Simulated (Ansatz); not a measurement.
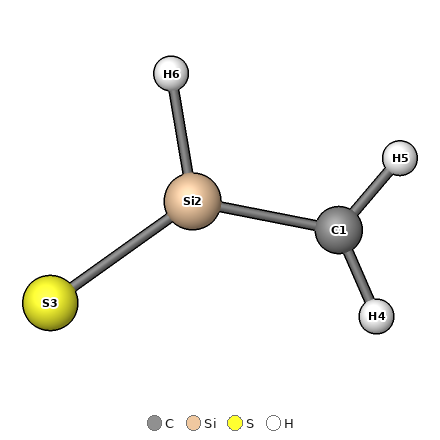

The system is CH3SSi, SMILES C=[SiH][S-], charge −1; the picture shows the reference structure. The first coordinate is: bond length C1–Si2; the second: dihedral H4–C1–Si2–S3. Nothing is relaxed (all other coordinates rigid). The scan uses a 7 × 8 grid; 35 points were computed and 21 follow by symmetry. Points are written as (first, second). All energies are given in kJ/mol relative to the lowest grid point. Energies and slopes of some neighbouring points disagree (a jump in structure or state, or too coarse a mesh). Computed with Ansatz, RKS wB97M-V/def2-SVPD.

Its coordinates:

```xyz
6

C    -0.2639    0.5817   -0.7576
Si    0.1953   -0.4290    0.5647
S     0.8053   -2.3597    0.6976
H    -0.2830    0.2648   -1.8035
H    -0.5614    1.6171   -0.5634
H     0.1076    0.3251    1.8620
```

Range: bond length C1–Si2 from 1.519 to 2.158 Å; dihedral H4–C1–Si2–S3 from −180 to 135°.

> What landscape does the calculation give?

The lowest grid point is at (1.732 Å, 0°). Other grid points that lie below all their neighbours: (1.732 Å, −180°) (1.2 kJ/mol higher). The highest grid point, (2.158 Å, −90°), lies 249 kJ/mol above the lowest.

```tsv
dihedral H4–C1–Si2–S3 ↓, bond length C1–Si2 →	1.519	1.626	1.732	1.839	1.945	2.052	2.158
135	152	72	49	62	96	143	195
90	235	151	125	133	162	203	249
45	151	71	48	61	95	142	194
0	96	19	0	17	55	106	162
−45	151	71	48	61	95	142	194
−90	235	151	125	133	162	203	249
−135	152	72	49	62	96	143	195
−180	97	20	1	18	56	107	163
```

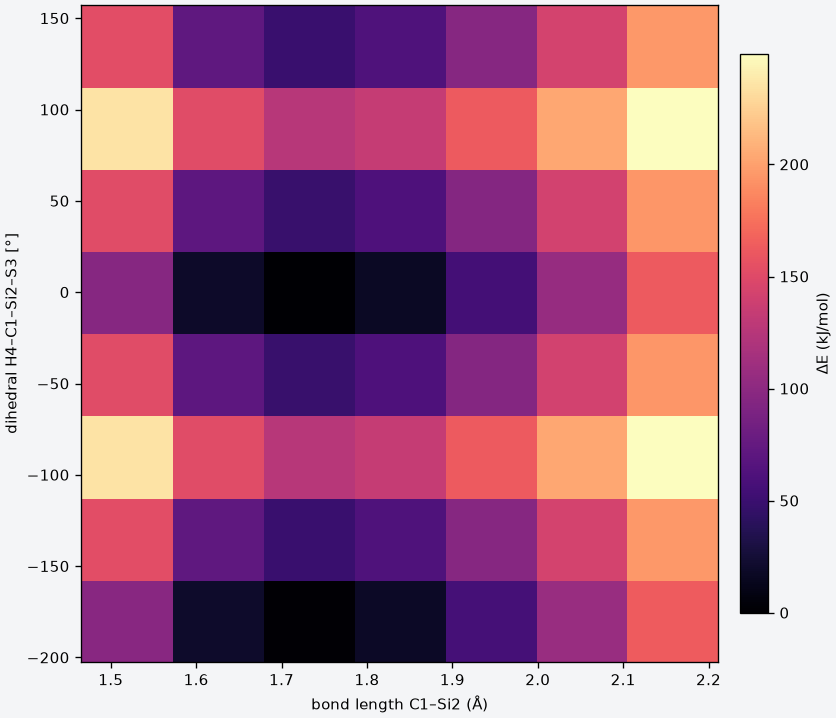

The picture shows one coloured cell a grid point.

Each point was launched as `ansatz run input.yaml --threads 1 --pin off --max-ram 2560MiB --backend cpu --events-out ev --progress --plain --runs-dir out`. Time for the 35 points that were run: 9.5 min on 1 thread of Arm Neoverse V1, on a shared host.
